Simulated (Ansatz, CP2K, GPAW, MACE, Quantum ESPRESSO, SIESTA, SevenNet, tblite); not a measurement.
# Twisted graphene double bilayer, 27.80° (104 atoms) in other programs, against a plane-wave reference

Wanted: errors and costs of other methods on twisted graphene double bilayer, 27.80° (104 atoms). A plane-wave run serves as the reference.

Main program and level: Quantum ESPRESSO 7.5; Kohn-Sham DFT, PBE, SSSP efficiency 1.3.0 pseudopotentials, plane waves.

## Step 1: Set-up

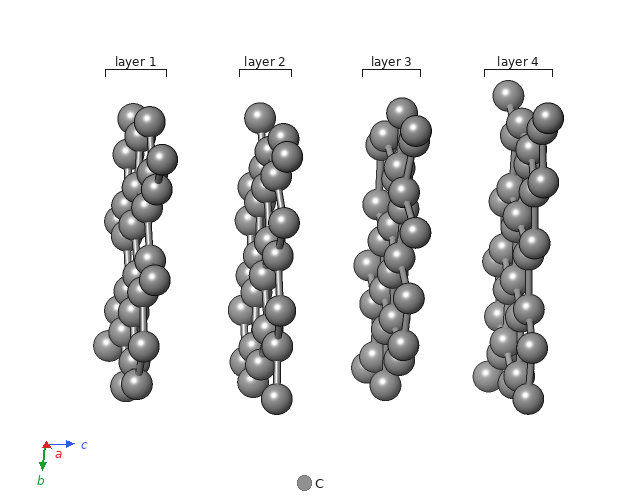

The starting structure, seen from the side, with the c axis across the page (carbon grey). Bonds to atoms that aren't drawn are left out. Some periodic images of atoms are drawn too.

The cell holds 104 atoms: 104 C. Its edges and angles: a = 8.870 Å, b = 8.870 Å, c = 24.180 Å, α = 90.0°, β = 90.0°, γ = 120.0°. It derives from C (graphene). Graphene (a = 2.46 Å) under graphene (a = 2.46 Å), double bilayer, commensurate cell of 13 unit cells a layer, twist 27.80 deg; facing planes 3.33, 3.52, 3.33 Å apart as built; 14 Å of vacuum; minimised with a classical potential. Then every atom was moved at random, 0.05 Å r.m.s. a Cartesian component. Regions: layer 1, 26 atoms (26 C); layer 2, 26 atoms (26 C); layer 3, 26 atoms (26 C); layer 4, 26 atoms (26 C). Vacuum lies along c.

## Step 2: The reference run

pw.in reads:

```
&control
  calculation = 'scf'
  pseudo_dir = './pseudo'
  outdir = './tmp'
  disk_io = 'none'
  tprnfor = .true.
/
&system
  ibrav = 0
  nat = 104
  ntyp = 1
  ecutwfc = 45
  ecutrho = 360
  nosym = .true.
  occupations = 'smearing'
  smearing = 'fd'
  degauss = 0.003675
/
&electrons
  conv_thr = 5.2e-07
  electron_maxstep = 100
  mixing_beta = 0.2
  mixing_mode = 'local-TF'
  diagonalization = 'david'
/
ATOMIC_SPECIES
C 12.011 C.upf
CELL_PARAMETERS angstrom
8.86970 0.00000 0.00000
-4.43485 7.68139 0.00000
0.00000 0.00000 24.18000
ATOMIC_POSITIONS crystal
C 0.12467 0.18718 0.29057
C 0.17930 0.05690 0.29065
C 0.19462 0.47171 0.29176
C 0.25817 0.35933 0.28701
C 0.28966 0.80749 0.29229
C 0.32597 0.65879 0.29311
C 0.36150 0.10445 0.29141
C 0.42372 0.98998 0.29242
C 0.44143 0.41324 0.28808
C 0.47384 0.27795 0.28733
C 0.51650 0.71831 0.29081
C 0.55923 0.58396 0.29090
[... 88 atom lines left out ...]
C 0.78757 0.27827 0.70795
C 0.84171 0.45871 0.70953
C 0.71603 0.50859 0.70943
C 0.77677 0.69961 0.71134
K_POINTS gamma
```

On the command line:

```bash
$ OMP_NUM_THREADS=1 mpirun -np 4 pw.x -in pw.in > output.txt
```

Numbers of over 12 decimals in the logs are rounded to 6 here.

What it wrote:

```text
Program PWSCF
     gamma-point specific algorithms are used
     one sub-group per band group will be used
     scalapack distributed-memory algorithm (size of sub-group:  2*  2 procs)
     Parallelization info
     sticks:   dense  smooth     PW     G-vecs:    dense   smooth      PW
     Min        1740     865    214               320564   113219   14118
     Max        1741     866    216               320595   113262   14140
     Sum        6961    3463    859              1282319   452985   56515
     bravais-lattice index     =            0
     lattice parameter (alat)  =      16.7613  a.u.
     unit-cell volume          =   11117.3594 (a.u.)^3
     number of atoms/cell      =          104
     number of atomic types    =            1
[... lines left out ...]
     scf convergence threshold =      5.2E-07
[... lines left out ...]
     number of k points=     1  Fermi-Dirac smearing, width (Ry)=  0.0037
[... lines left out ...]
     total energy              =   -1920.04209022 Ry
[... lines left out ...]
     total energy              =   -1915.10084840 Ry
[... lines left out ...]
     total energy              =   -1916.57285885 Ry
[... lines left out ...]
     c_bands:  1 eigenvalues not converged
[... lines left out ...]
     total energy              =   -1916.54142145 Ry
[... lines left out ...]
     total energy              =   -1916.54142142 Ry
     estimated scf accuracy    <       0.00000054 Ry
     iteration # 30     ecut=    45.00 Ry     beta= 0.20
     negative rho (up, down):  3.470E-03 0.000E+00
     End of self-consistent calculation
          k = 0.0000 0.0000 0.0000 ( 28258 PWs)   bands (ev):
   -17.7247 -17.6512 -17.5649 -17.4978 -16.2464 -16.2392 -16.1793 -16.1300
   -16.1066 -16.0638 -16.0112 -15.9508 -15.8956 -15.8886 -15.8406 -15.7935
   -15.7801 -15.6731 -15.6369 -15.5773 -15.5733 -15.5196 -15.5020 -15.4925
[...]
5.3333   5.5578   6.2731   7.1292   7.5483   7.6113   7.7133   7.7386
     7.7655   7.7684   7.7974   7.8947   7.9193   7.9376   7.9650   7.9706
     7.9887   7.9961
     the Fermi energy is     1.8159 ev
!    total energy              =   -1916.54142098 Ry
     total all-electron energy =     -7924.007595 Ry
     estimated scf accuracy    <       0.00000049 Ry
     smearing contrib. (-TS)   =      -0.00000000 Ry
     internal energy E=F+TS    =   -1916.54142098 Ry
     The total energy is F=E-TS. E is the sum of the following terms:
     one-electron contribution =  -14462.59860362 Ry
     hartree contribution      =    7373.96962977 Ry
     xc contribution           =    -483.37217854 Ry
     ewald contribution        =    6296.92882109 Ry
     one-center paw contrib.   =    -641.46908969 Ry
     convergence has been achieved in  30 iterations
     negative rho (up, down):  3.470E-03 0.000E+00
     Forces acting on atoms (cartesian axes, Ry/au):
     atom    1 type  1   force =     0.16044828   -0.04113877   -0.02525405
     atom    2 type  1   force =    -0.02880695   -0.07612456   -0.01250805
     atom    3 type  1   force =     0.10746953    0.22669236   -0.01470114
[...]
atom  103 type  1   force =    -0.00110133    0.13281188   -0.01364904
     atom  104 type  1   force =    -0.13849463   -0.17512971   -0.01901472
     Total force =     2.039625     Total SCF correction =     0.001825
     Message from routine punch:
     Nothing written, as per user request (disk_io='none')
```

Run time: 3.6 min. Hardware: 4 MPI ranks of Arm Neoverse V2, shared host; peak memory 4.3 GiB; 14 min of CPU time.

Banners, paths, timers and routine set-up lines are dropped from the logs unmarked, and long logs keep their key lines alone; longer cuts are marked.

Numbers from this run:

| Property | Result |
| --- | --- |
| r.m.s. force component | 2.969 eV/Å |
| longest force | 12.73 eV/Å |

## Step 3: Local order

Normalised to the volume that the atoms fill. Pair distribution function in bins of 0.2 Å:

```csv
r (Å),total
1.20,0.15
1.40,4.21
1.60,0.44
1.80,0.00
2.00,0.00
2.20,0.06
2.40,2.17
2.60,0.99
2.80,0.95
3.00,0.21
3.20,0.03
3.40,0.27
3.60,1.25
3.80,1.57
4.00,0.29
4.20,1.48
4.40,1.11
4.60,0.23
4.80,0.49
5.00,1.78
5.20,0.89
5.40,0.39
5.60,0.38
5.80,0.30
6.00,0.63
6.20,1.07
6.40,0.61
6.60,0.90
```

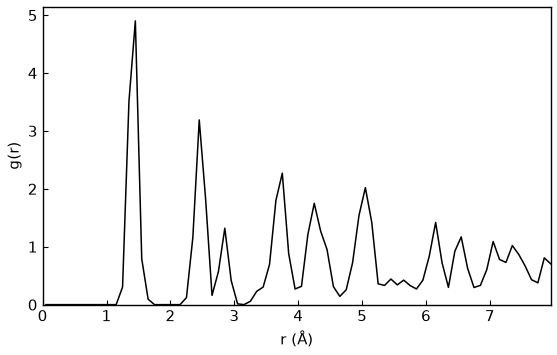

Pair distribution functions.

Bonds by pair of elements; cutoffs follow the first minimum of g(r), held within bounds set by covalent radii, and pairs that aren't listed don't count as bonded (cutoffs were set anew for this text, so counts can differ from the run's own analysis):

```csv
pair A-B,cutoff (Å),bonds,mean length (Å),spread (Å),shortest (Å),B about A,A about B
C-C,1.85,156,1.42,0.067,1.25,3,3
```

How many atoms have how many bonded neighbours:

```csv
element,mean,3
C,3,104
```

## Step 4: What was run beside it

The programs:
- CP2K 2026.2: Gaussian basis with GTH pseudopotentials and a plane-wave density; labels give functional, basis (MOLOPT sets; SR short-range, UZH the newer set with its own potentials), grid cutoff/relative cutoff and solver (OT: orbital transformation; TRS4, TC2, SIGN: linear-scaling purification with its sparsity filter), or its built-in tight binding.
- GPAW 26.7.0: PAW with atomic orbitals (LCAO), plane waves or a real-space grid of spacing h.
- MACE: machine-learned potential, published weights.
- Quantum ESPRESSO 7.5: plane waves; labels (QE) give functional, pseudopotential set and cutoffs of waves/density.
- SIESTA 5.4.2: numerical atomic orbitals, whose automatically made sets are far from complete, with PseudoDojo norm-conserving potentials that we converted to its format (checked against plane waves on the same files for H, C, O, Si, Ge and Ca alone); labels give functional, basis size, energy shift and mesh cutoff.
- SevenNet: machine-learned potential, published weights.
- tblite 0.8.0: extended tight binding, driven from Python.

All use the same cell and atoms; the electronic-structure runs use the same k-mesh, and an electronic temperature of 580 K (0.05 eV) where levels are smeared.

Differences are against the plane-wave reference, forces as r.m.s. over components; share is that over the reference's r.m.s. force, slope the least-squares factor from reference forces to these. Total energies of different programs have different zeros and aren't compared.

```csv
run,"Δ force, r.m.s. (meV/Å)",share (%),slope,cores,CPU time,memory (GiB)
reference,-,-,-,4,14 min,4.3
"CP2K BLYP, DZVP-MOLOPT-SR, 450/50 Ry, diagonalisation",67.0,2.26,0.994,4,9.3 min,4.2
"CP2K GFN1-xTB, diagonalisation",169,5.69,0.977,1,3.3 s,0.22
"CP2K PBE, DZVP-MOLOPT-SR, 450/30 Ry, diagonalisation (coarse)",46.5,1.57,1.013,4,7 min,4.2
"CP2K PBE, DZVP-MOLOPT-SR, 450/50 Ry, diagonalisation",46.5,1.57,1.013,4,8.6 min,4.2
"CP2K PBE, DZVP-MOLOPT-SR, 630/50 Ry, diagonalisation",46.5,1.57,1.013,4,11 min,5.8
"CP2K PBE, SZV-MOLOPT-SR, 450/50 Ry, diagonalisation (coarse)",789,26.6,1.262,1,5.7 min,3.1
"GPAW LDA, LCAO dzp, h 0.2 Å",167,5.64,1.046,1,91 s,1.0
"GPAW PBE, LCAO dzp, h 0.16 Å",203,6.84,1.058,2,2.7 min,1.9
"GPAW PBE, LCAO dzp, h 0.2 Å",203,6.82,1.057,1,99 s,1.0
MACE MP-0b3 medium potential,251,8.47,0.946,1,8 s,1.3
MACE MPA-0 medium potential,272,9.15,1.063,1,7.9 s,1.3
"QE PBE, gbrv-1.5, 40/200 Ry",18.6,0.625,1.004,4,10 min,2.1
"SIESTA PBE, DZ, shift 0.01 Ry, mesh 300 Ry (coarse)",454,15.3,1.143,1,70 s,0.73
"SIESTA PBE, DZP, shift 0.01 Ry, mesh 300 Ry",352,11.9,1.101,2,3.8 min,1.4
"SIESTA PBE, SZP, shift 0.01 Ry, mesh 300 Ry (coarse)",721,24.3,1.185,2,2.7 min,1.2
"SIESTA PBE, TZP, shift 0.01 Ry, mesh 300 Ry",283,9.53,1.079,4,5.3 min,2.1
"SIESTA PBEsol, DZP, shift 0.01 Ry, mesh 300 Ry",389,13.1,1.110,2,3.6 min,1.4
SevenNet l3i5 potential,185,6.23,1.009,1,12 s,2.1
tblite GFN1-xTB,170,5.72,0.977,1,1.7 s,0.13
tblite GFN2-xTB,188,6.32,0.964,1,5.6 s,0.13
```

Rows marked coarse were listed beforehand as settings not expected to be converged; some can still land near the reference.

Times of the machine-learned potentials are mostly Python's start and the loading of weights.

CPU time is summed over cores on a shared host, where runs went side by side, so it is rough. Symmetry, cutoffs, thresholds, outputs and thread counts weren't matched or tuned between programs; memory under MPI is the largest rank's times the ranks.

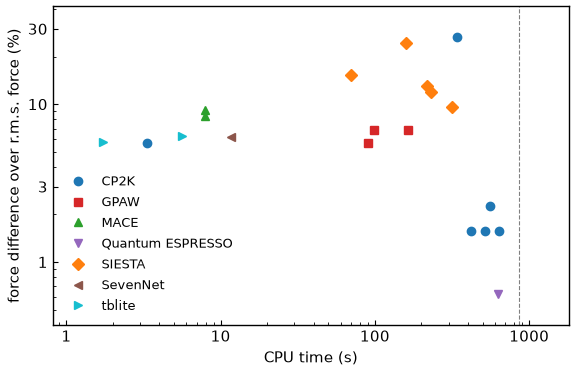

Force difference against CPU time; the dashed line marks the reference's time.

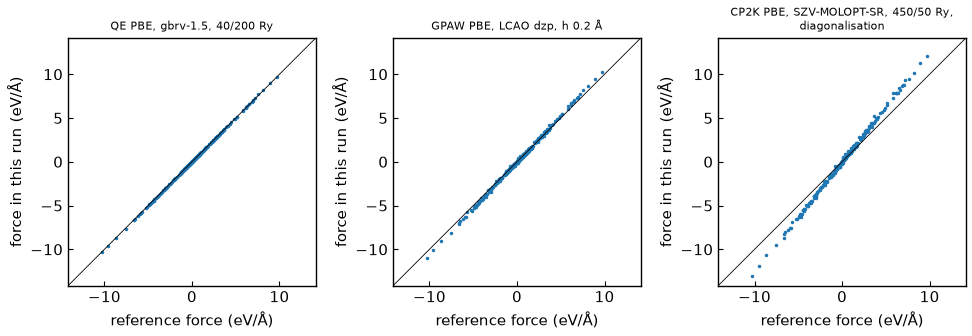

Force components against those of the reference; the line marks equality.

Runs without a result: CP2K PBE, TZVP-MOLOPT, 450/50 Ry, diagonalisation (cut off at its time limit of 30 min).

Within one program, basis, potentials and functional, energies share a zero. Each run against its twin at the usual cutoff or grid and solver:

```csv
run,twin,Δ energy (meV/atom),"Δ force, r.m.s. (meV/Å)",CPU time over the twin's
"CP2K PBE, DZVP-MOLOPT-SR, 450/30 Ry, diagonalisation","DZVP-MOLOPT-SR, 450/50 Ry, diagonalisation",-0.128,1.04,0.81
"CP2K PBE, DZVP-MOLOPT-SR, 630/50 Ry, diagonalisation","DZVP-MOLOPT-SR, 450/50 Ry, diagonalisation",-3.0e-4,0.764,1.2
"GPAW PBE, LCAO dzp, h 0.16 Å","LCAO dzp, h 0.2 Å",-72.6,16.0,1.6 (this twin ran on 1 cores)
```

## Step 5: What came out

| Quantity | Value |
| --- | --- |
| reference r.m.s. force component | 2.97 eV/Å |
| nearest in forces | QE PBE, gbrv-1.5, 40/200 Ry, 0.63 % |
| farthest in forces | CP2K PBE, SZV-MOLOPT-SR, 450/50 Ry, diagonalisation (coarse), 27 % |
| cheapest electronic-structure run beside the reference | tblite GFN1-xTB, 1.7 s of CPU time |

What this shows: PBE on plane waves or a grid with other potentials, cutoffs or grids, coarse settings apart, differs from the reference by 0.63 % (QE PBE, gbrv-1.5, 40/200 Ry) of the r.m.s. force; this holds the reference's own error, so differences of a few per cent don't tell which side is nearer the exact PBE result. The PBE runs in local orbitals, coarse settings apart, differ by 1.6 % (CP2K PBE, DZVP-MOLOPT-SR, 450/50 Ry, diagonalisation) to 12 % (SIESTA PBE, DZP, shift 0.01 Ry, mesh 300 Ry); basis, grid and potentials can all enter. Tight binding differs by 5.7 % (CP2K GFN1-xTB, diagonalisation) to 6.3 % (tblite GFN2-xTB); it is another model, with fitted parameters of its own, and the xTB methods hold dispersion. Machine-learned potentials differ by 6.2 % (SevenNet l3i5 potential) to 9.2 % (MACE MPA-0 medium potential); they were trained on other programs' data. Rows with another functional or a dispersion term differ by 2.3 % (CP2K BLYP, DZVP-MOLOPT-SR, 450/50 Ry, diagonalisation) to 13 % (SIESTA PBEsol, DZP, shift 0.01 Ry, mesh 300 Ry), which mixes the change of model with differences of basis and potentials. Runs with settings chosen to be coarse differ by 1.6 % (CP2K PBE, DZVP-MOLOPT-SR, 450/30 Ry, diagonalisation) to 27 % (CP2K PBE, SZV-MOLOPT-SR, 450/50 Ry, diagonalisation), their programs' other errors included. Of the electronic-structure runs that take under half the reference's CPU time, CP2K PBE, DZVP-MOLOPT-SR, 450/30 Ry, diagonalisation comes nearest, at 1.6 % in 7 min against 14 min. CP2K PBE, SZV-MOLOPT-SR, 450/50 Ry, diagonalisation stiffens the forces by a factor of 1.26 while following their directions (correlation 0.999); the slopes of the 6 CP2K runs lie between 0.98 and 1.26. In the reference: no gap is quoted: the bands of a honeycomb sheet meet or nearly meet at one point of the zone, so the spacing of levels depends on whether the mesh holds it and on how the neighbours disturb the sheet. In the reference: By these cutoffs all C atoms have 3 bonded neighbours. Periodic xTB results under one method name differ between programs and library versions. Machine-learned potentials mimic data converged in k, so the reference's own k-point error enters their differences. The reference's PBE has no dispersion term, which matters for the binding between molecules or layers. One k-point is far too coarse for the carbon or group-IV sheet, and it can put spurious forces of up to about 1 eV/Å on the sheet's atoms. The electronic-structure runs sample only Γ, in a cell whose shortest periodic width is 8 Å.

[Also dropped from logs without a mark: logging warnings of Python, and SIESTA's first energy breakdown and zero terms.]

[Logs are printed without paths, hosts, clocks, repeated set-up lines and the standing remarks that a program may print on its own settings, such as how far it seeks lower states.]

[Hosts, paths, dates, database ids (printed as entryN), source tags and the programs' standing remarks are cut or masked in the printed files.]
